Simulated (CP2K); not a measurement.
# AM1 run of CH3FO (SMILES OCF)

Aim: the energy difference between two shapes of CH3FO at AM1, from 2 runs. 

The results are computed with CP2K 2026.2.

3 further runs of the same task are left out: 1 that didn't finish, 2 set aside as unsound or not needed.

## (1) The system as given

CH3FO: 6 atoms, total charge 0, spin state singlet. SMILES: `OCF`. The shape is that of a PBE0-D4/def2-TZVP optimisation. This is one conformer, not always the lowest.

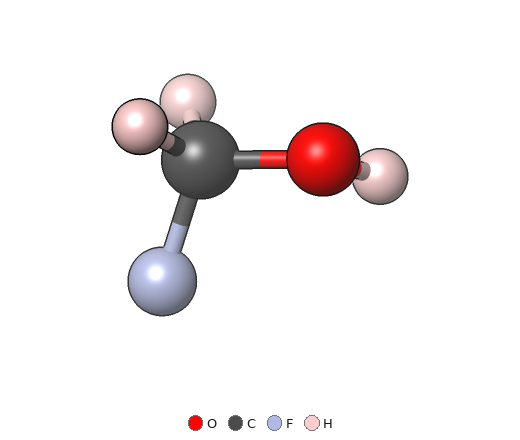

The structure, seen from a chosen angle (oxygen red, carbon dark grey, fluorine light blue, hydrogen pink).

## (2) Energy and forces at AM1

qs.inp

```
&GLOBAL
   PROJECT qs
   RUN_TYPE ENERGY_FORCE
   PRINT_LEVEL MEDIUM
&END GLOBAL
&FORCE_EVAL
   METHOD QS
   &DFT
      &QS
         METHOD AM1
         EPS_DEFAULT 1.0E-10
         &SE
            &COULOMB
               CUTOFF [angstrom] 50
               RC_RANGE [angstrom] 0
            &END COULOMB
            &EXCHANGE
               CUTOFF [angstrom] 50
               RC_RANGE [angstrom] 0
            &END EXCHANGE
         &END SE
      &END QS
      &POISSON
         PERIODIC NONE
         POISSON_SOLVER ANALYTIC
      &END POISSON
      &SCF
         SCF_GUESS ATOMIC
         EPS_SCF 1.0E-07
         MAX_SCF 100
         ADDED_MOS 4
         &DIAGONALIZATION
            ALGORITHM STANDARD
         &END DIAGONALIZATION
         &MIXING
            METHOD DIRECT_P_MIXING
            ALPHA 0.4
         &END MIXING
      &END SCF
      &PRINT
         &MOMENTS
            PERIODIC F
            REFERENCE COM
            MAX_MOMENT 1
         &END MOMENTS
         &MO ON
            ENERGIES T
            OCCUPATION_NUMBERS T
            NDIGITS 6
            &EACH
               QS_SCF 0
            &END EACH
            ADD_LAST NUMERIC
         &END MO
         &HIRSHFELD OFF
         &END HIRSHFELD
      &END PRINT
   &END DFT
   &SUBSYS
      &CELL
         ABC 14.1 14.1 14.4
         PERIODIC NONE
      &END CELL
      &COORD
         O     -0.794000    -0.697200    -0.247400
         C      0.250200     0.049000     0.230800
         F     -0.094100     1.383200     0.323800
         H     -0.928700    -0.495100    -1.178000
         H      1.136800     0.004900    -0.412500
         H      0.472100    -0.308800     1.237300
      &END COORD
      &TOPOLOGY
         &CENTER_COORDINATES
         &END CENTER_COORDINATES
      &END TOPOLOGY
   &END SUBSYS
   &PRINT
      &FORCES ON
      &END FORCES
   &END PRINT
&END FORCE_EVAL
```

The run is started by

```console
OMP_NUM_THREADS=1 cp2k.psmp -i qs.inp -o qs.out
```

What it wrote:

```text
CP2K| version string:                                       CP2K version 2026.2
[...]
 GLOBAL| Method name                                                        CP2K
[...]
 GLOBAL| Run type                                                   ENERGY_FORCE
[...]
                             - Atoms:                                          6
[...]
                             - Spherical basis functions:                     15
[...]
 Number of electrons:                                                         20
[...]
     1 P_Mix/Diag. 0.40E+00    0.0     0.80430894       -31.5137489920 -3.15E+01
[...]
    19 DIIS/Diag.  0.53E-07    0.0     0.00000008       -35.8614900000 -7.82E-14
  *** SCF run converged in    19 steps ***
  Core-core repulsion energy [eV]:                           1097.08626031357289
  Core Hamiltonian energy [eV]:                             -1616.15161872207955
  Two-electron integral energy [eV]:                         -913.55082329957463
  Electronic energy [eV]:                                   -2072.92703037186675
  Total energy [eV]:                                         -975.84077005829408
  Atomic reference energy [eV]:                               970.98560867050253
  Heat of formation [kcal/mol]:                              -111.96269028554005
[...]
 SE_DIPOLE| Moment [Debye]         -1.26593511       0.60480093       0.97403741
 SE_DIPOLE| Derivative [a.u.]       0.00000000       0.00000000       0.00000000
 ENERGY| Total FORCE_EVAL ( QS ) energy [hartree]            -35.861490000008772
 FORCES| Atomic forces [hartree/bohr]
 FORCES|   Atom     x               y               z               |f|
 FORCES|      1 -2.95517636E-02 -1.15592460E-02 -7.74204678E-03   3.26628564E-02
 FORCES|      2  2.00455454E-02  3.13449493E-02  6.71467533E-03   3.78076263E-02
 FORCES|      3 -1.34021592E-02 -3.03830800E-03 -5.41978394E-03   1.47723811E-02
 FORCES|      4 -1.83764597E-03  2.14960284E-03 -3.63971970E-03   4.60926182E-03
 FORCES|      5  2.01628612E-02 -5.63801659E-03 -1.40862182E-02   2.52339008E-02
 FORCES|      6  4.58316207E-03 -1.32589816E-02  2.41730933E-02   2.79489607E-02
 FORCES| Sum    -1.52655666E-16 -4.85722573E-16 -1.11022302E-16
 FORCES| Total atomic force                                       5.21110470E-16
[...]
```

Run time: 0.26 s. Hardware: 1 thread of Arm Neoverse V1, shared host.

## (3) The distorted shape at the same level

molecule.inp

```
&GLOBAL
    PROJECT molecule
    RUN_TYPE ENERGY_FORCE
    PRINT_LEVEL MEDIUM
&END GLOBAL

&FORCE_EVAL
    METHOD QS
    &DFT
        # Quickstep
        &QS
            METHOD AM1
            EPS_DEFAULT 1.0E-10
            &SE
                &COULOMB
                    CUTOFF [angstrom] 50
                    RC_RANGE [angstrom] 0
                &END COULOMB
                &EXCHANGE
                    CUTOFF [angstrom] 50
                    RC_RANGE [angstrom] 0
                &END EXCHANGE
            &END SE
        &END QS
        &POISSON
            PERIODIC NONE
            POISSON_SOLVER ANALYTIC
        &END POISSON
        # self-consistent field
        &SCF
            SCF_GUESS ATOMIC
            EPS_SCF 1.0E-07
            MAX_SCF 100
            ADDED_MOS 4
            &DIAGONALIZATION
                ALGORITHM STANDARD
            &END DIAGONALIZATION
            &MIXING
                METHOD DIRECT_P_MIXING
                ALPHA 0.4
            &END MIXING
        &END SCF
        &PRINT
            &MOMENTS
                PERIODIC F
                REFERENCE COM
                MAX_MOMENT 1
            &END MOMENTS
            &MO ON
                ENERGIES T
                OCCUPATION_NUMBERS T
                NDIGITS 6
                &EACH
                    QS_SCF 0
                &END EACH
                ADD_LAST NUMERIC
            &END MO
            &HIRSHFELD OFF
            &END HIRSHFELD
        &END PRINT
    &END DFT
    # atoms, cell and kinds
    &SUBSYS
        &CELL
            ABC 14.1 14.1 14.4
            PERIODIC NONE
        &END CELL
        &COORD
            O     -0.826515    -0.733617    -0.258154
            C      0.248382     0.051631     0.246458
            F     -0.123172     1.362202     0.340763
            H     -0.942566    -0.494072    -1.173297
            H      1.169203     0.003480    -0.422368
            H      0.447596    -0.314014     1.242713
        &END COORD
        &TOPOLOGY
            &CENTER_COORDINATES
            &END CENTER_COORDINATES
        &END TOPOLOGY
    &END SUBSYS
    # extra output
    &PRINT
        &FORCES ON
        &END FORCES
    &END PRINT
&END FORCE_EVAL
```

The run is started by

```console
OMP_NUM_THREADS=1 cp2k.psmp molecule.inp > molecule.out
```

What it wrote:

```text
CP2K| version string:                                       CP2K version 2026.2
[...]
 GLOBAL| Method name                                                        CP2K
[...]
 GLOBAL| Run type                                                   ENERGY_FORCE
[...]
                             - Atoms:                                          6
[...]
                             - Spherical basis functions:                     15
[...]
 Number of electrons:                                                         20
[...]
     1 P_Mix/Diag. 0.40E+00    0.0     0.80154231       -31.5501642419 -3.16E+01
[...]
    19 DIIS/Diag.  0.49E-07    0.0     0.00000007       -35.8623982246 -8.53E-14
  *** SCF run converged in    19 steps ***
  Core-core repulsion energy [eV]:                           1088.72156228057020
  Core Hamiltonian energy [eV]:                             -1614.83117850682675
  Two-electron integral energy [eV]:                         -899.51173576103815
  Electronic energy [eV]:                                   -2064.58704638734571
  Total energy [eV]:                                         -975.86548410677551
  Atomic reference energy [eV]:                               970.98560867050253
  Heat of formation [kcal/mol]:                              -112.53260982782034
[...]
 SE_DIPOLE| Moment [Debye]         -1.40139832       0.38765138       0.89573924
 SE_DIPOLE| Derivative [a.u.]       0.00000000       0.00000000       0.00000000
 ENERGY| Total FORCE_EVAL ( QS ) energy [hartree]            -35.862398224618460
 FORCES| Atomic forces [hartree/bohr]
 FORCES|   Atom     x               y               z               |f|
 FORCES|      1  1.55884870E-02  1.79017514E-02  1.29270693E-02   2.70292943E-02
 FORCES|      2  2.48185508E-03 -5.02512053E-03 -2.67277604E-02   2.73090574E-02
 FORCES|      3 -1.46963908E-02  6.26790096E-03 -7.37966825E-03   1.75991473E-02
 FORCES|      4 -3.85155711E-03  2.13637146E-03 -9.01776259E-03   1.00358665E-02
 FORCES|      5 -6.33625796E-03 -4.47726255E-03  2.27289578E-03   8.08455937E-03
 FORCES|      6  6.81386381E-03 -1.68036407E-02  2.79252262E-02   3.32957856E-02
 FORCES| Sum    -6.10622664E-16 -1.27675648E-15  1.11022302E-16
 FORCES| Total atomic force                                       1.41961019E-15
[...]
```

Wall time 0.26 s (1 thread of Arm Neoverse V1, shared host).

## (4) Summary of results

Level: AM1.

```
                                                  quantity            value
                                 first shape: total energy     -35.86149 Eh
                                first shape: dipole moment           1.71 D
                                  first shape: HOMO energy        -11.83 eV
                                  first shape: LUMO energy          3.11 eV
                                first shape: HOMO–LUMO gap         14.94 eV
    first shape: heat of formation at this unrelaxed shape  -112.0 kcal/mol
                     first shape: largest force on an atom       1.944 eV/Å
                             distorted shape: total energy     -35.86240 Eh
                            distorted shape: dipole moment           1.71 D
                              distorted shape: HOMO energy        -11.88 eV
                              distorted shape: LUMO energy          3.01 eV
                            distorted shape: HOMO–LUMO gap         14.90 eV
distorted shape: heat of formation at this unrelaxed shape  -112.5 kcal/mol
                 distorted shape: largest force on an atom       1.712 eV/Å
                    energy change with the atoms displaced        -0.025 eV
```

What this shows: With the atoms displaced the energy falls by 0.02 eV (0.6 kcal/mol). The first shape isn't relaxed at this level, so the change isn't measured from a minimum. The largest force (first shape) is 1.94 eV/Å: the shape isn't a stationary point for this species at this level.
